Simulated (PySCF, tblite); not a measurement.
# C2H10OSi3: geometry, infrared bands and NMR shifts

What infrared bands and NMR shifts should C2H10OSi3 (`[SiH3][SiH2][C@@H]1CO[SiH2]1`) show?

Programs: tblite 0.8.0 and PySCF 2.14.0, with density-fitted response routines of our own. Each step states its level of theory. These are calculated values for one molecule in the gas phase, unless marked as measured. Atoms count from 0, in the outputs and in this text.

**1. The starting structure**

16 atoms, charge 0, multiplicity 1; geometry from: force field or distance geometry start.

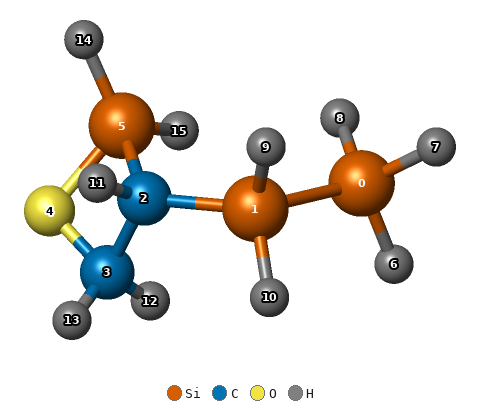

As it starts; silicon orange, carbon blue, oxygen yellow, hydrogen grey, atoms numbered.

**2. Relaxing the molecule with GFN2-xTB**

The job: settings as JSON, then the geometry in Å.

```
{"job": {"kind": "relax", "xc": "GFN2-xTB", "basis": "xTB"}, "charge": 0, "multiplicity": 1}
Si     2.345200     0.151500    -0.324700
Si     0.734300    -0.901000     0.759700
C     -0.950800    -0.279400     0.521700
C     -1.674700    -0.644300    -0.754400
O     -2.457000     0.498800    -0.550900
Si    -1.209100     1.488700     0.071400
H      2.671900    -0.492600    -1.609000
H      3.569500     0.055200     0.504900
H      2.100100     1.579100    -0.510300
H      1.044400    -0.844500     2.216600
H      0.808300    -2.335300     0.383300
H     -1.611600    -0.538300     1.394700
H     -1.095400    -0.599600    -1.665400
H     -2.274600    -1.582300    -0.611900
H     -1.622400     2.404000     1.140500
H     -0.385600     2.048900    -0.977700
```

Run with:

```bash
$ OMP_NUM_THREADS=1 python probes_run.py task.json out
```

One launch serves the whole session: the jobs run in the order shown.

**Question.** This job is followed by: GFN2-xTB harmonic vibrations, gas phase; GIAO PBE0/pcSseg-1 NMR shielding, non-relativistic, gas phase. Predict these results of the whole session: strongest single infrared mode (GFN2-xTB); zero-point energy (GFN2-xTB); ¹³C shifts against TMS (PBE0/pcSseg-1); ¹H shifts against TMS (PBE0/pcSseg-1, means over atoms taken as alike); ²⁹Si shifts against TMS (PBE0/pcSseg-1); ¹⁷O shifts against H2O (PBE0/pcSseg-1); surface potential, least and greatest.

As calculated:

```
                                                              quantity                                               value
                             strongest single infrared mode (GFN2-xTB)                                710 cm⁻¹, 656 km/mol
                                          zero-point energy (GFN2-xTB)                                       65.7 kcal/mol
                                ¹³C shifts against TMS (PBE0/pcSseg-1)                                      76.0, 12.7 ppm
¹H shifts against TMS (PBE0/pcSseg-1, means over atoms taken as alike)  5.96, 5.77, 5.18, 4.74, 4.18, 4.04, 3.62, 2.40 ppm
                               ²⁹Si shifts against TMS (PBE0/pcSseg-1)                             17.3, -77.4, -126.0 ppm
                                ¹⁷O shifts against H2O (PBE0/pcSseg-1)                                            45.2 ppm
                                 surface potential, least and greatest                                  -1.56 V and 1.60 V
```

**Reading.** The optimisation took 115 steps and gained 1.386 eV; among the close pairs (by a distance rule), Si0–Si1 changed most, from 2.209 to 2.309 Å. The lowest mode is imaginary (39i cm⁻¹), so the xTB geometry is not a minimum. The strongest single mode, at 710 cm⁻¹, is spread over several atoms, H10, Si1, C2, H9 among them. GFN2-xTB is a fitted tight-binding method: band positions and strengths are rough. Its intensities can rank the bands wrongly. The most deshielded carbon is C3 (sp3 CH2 bonded to O), at 76.0 ppm: deshielded by the electronegative neighbour. By nearest atom (PBE0/pcSseg-1), the HOMO sits on O4 46 %; H12, H13, H14 about 9 % each and the LUMO on Si5 25 %; H14, H15 about 17 % each.
